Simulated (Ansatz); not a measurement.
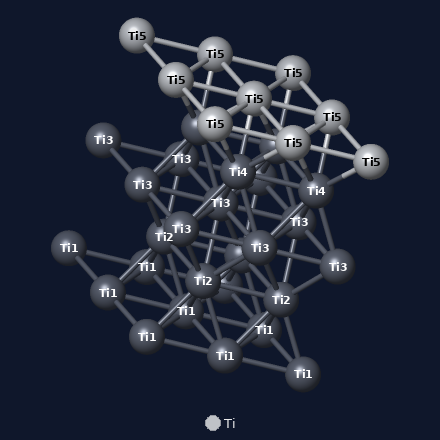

The system is C on a Ti(001) slab cut from the P6_3/mmc phase, its upper half relaxed before the scan (5 atoms of substrate and one adsorbate in a 1 × 1 cell); the picture shows it without the atoms that are moved over the map. 
- C is moved over the surface cell; relaxed at each place: the height of the adsorbate's atoms; substrate rigid; the origin of the map has the adsorbate above Ti5.
- Places are given modulo a cell vector. The map is drawn in real space over the plane of the surface.
- The grid has 6 × 6 points; 10 points were computed and 26 follow by symmetry.
- All energies are given in eV relative to the lowest grid point.
- With one adsorbate in each 1 × 1 cell, its nearest image is 2.9 Å away, so neighbouring adsorbates interact.
- All numbers below come from DFT LDA, scalar-relativistic, plane waves, PAW in Ansatz 0.2.0. Settings: cutoff 420 eV, k-mesh 9×9×1, gaussian smearing 0.1 eV, no spin polarisation.

Range: position of C6 along the first surface vector from 0.000 to 0.833; position of C6 along the second surface vector from 0.000 to 0.833.

> What will the energy surface look like?

The lowest grid point is at a threefold hollow over a second-layer Ti atom, (4/6, 2/6) of the cell vectors. There is a further well near a threefold hollow, (2/6, 4/6) of the cell vectors (0.008 eV above the lowest at that grid point). The highest grid point, the top site over a surface Ti atom, (0/6, 0/6) of the cell vectors, lies 2.61 eV above the lowest. On the interpolated surface the easiest way out of the lowest well to the well at a threefold hollow, (2/6, 4/6) of the cell vectors passes a barrier of about 0.5 eV. At the lowest point the adsorbate has 3 Ti at 1.89 Å as nearest neighbours, at the highest 1 Ti at 1.94 Å. Its relaxed height above the top atom is 0.91 Å at the lowest and 1.94 Å at the highest point.

```tsv
second ↓, first →	0/6	1/6	2/6	3/6	4/6	5/6
5/6	2.33	1.80	0.73	0.73	1.80	2.33
4/6	1.51	0.73	0.01	0.73	1.51	1.82
3/6	0.49	0.73	0.73	0.49	0.77	0.77
2/6	1.51	1.80	1.51	0.77	0.00	0.77
1/6	2.33	2.33	1.82	0.77	0.77	1.82
0/6	2.61	2.33	1.51	0.49	1.51	2.33
```

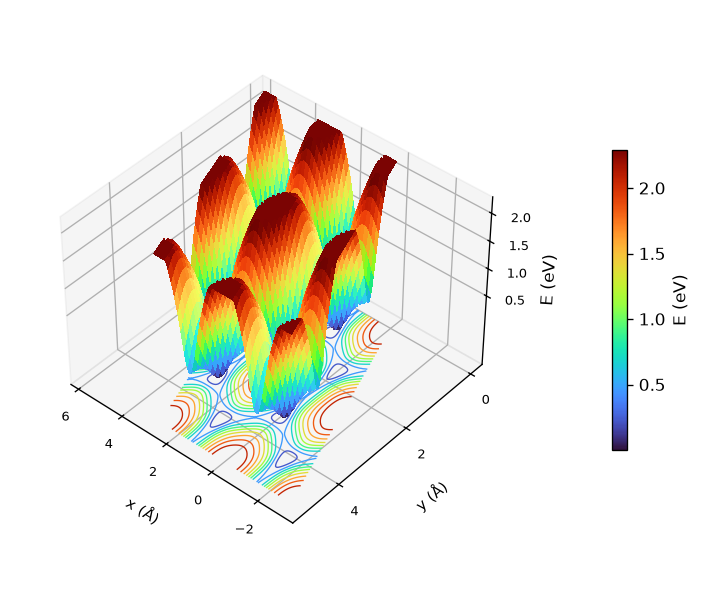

In the figure: a relief with its contours projected below, any walls above the top of the colour scale cut off. Between grid points the surface is interpolated.

The whole map (10 points run) took 6.7 min on 1 thread of AMD EPYC 9R45 96-Core Processor (Zen 5), with other jobs on the host.

PAW datasets: the set soft_1.
